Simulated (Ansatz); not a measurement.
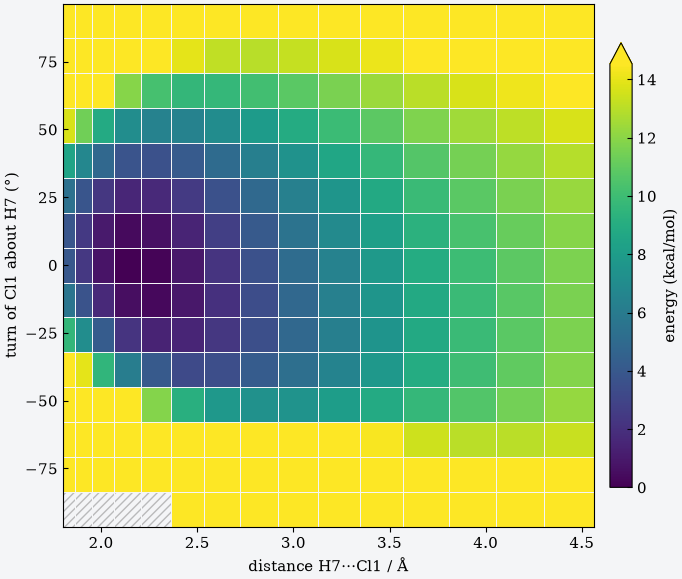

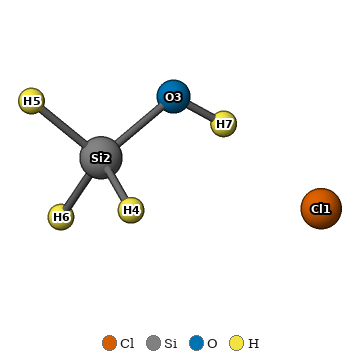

Energy landscape of the pair Cl···H₄OSi, charge −1. 
- The turn is about an axis along (−0.71, 0.36, −0.60) in the frame of the relaxed pair, normal to the line between the partners.
- Coordinates scanned: (1) distance H7···Cl1; (2) turn of Cl1 about H7.
- The grid has 15 × 15 points. At 5 points there is no value (left out of the scan, as a rule where atoms come close).
- All energies are given in kcal/mol relative to the lowest grid point.
- Level of theory: Ansatz, RHF/def2-TZVPD.

The picture shows one coloured cell a grid point, one colour for all values above the top of the scale, hatched blanks where no value was computed. The second picture is the structure at the lowest point.

> What does the map say about the system?

The lowest grid point is at distance H7···Cl1 = 2.134 Å, turn of Cl1 about H7 = 0.0°. It is the only kind of minimum in the scanned range. The highest grid point, distance H7···Cl1 = 2.448 Å, turn of Cl1 about H7 = −90.0°, lies 381.7 kcal/mol above the lowest. Round the minimum the valley is somewhat tilted: raising distance H7···Cl1 shifts the best value of turn of Cl1 about H7 downwards (coupling k₁₂/√(k₁₁k₂₂) about 0.2).

Each point was launched as `ansatz run input.yaml --threads 1 --pin off --max-ram 2560MiB --backend cpu --events-out ev --progress --plain --runs-dir out`. The whole map (220 points run) took 15 min on 1 thread of AMD EPYC 7R43 64-Core Processor (Zen 3), on a shared host.
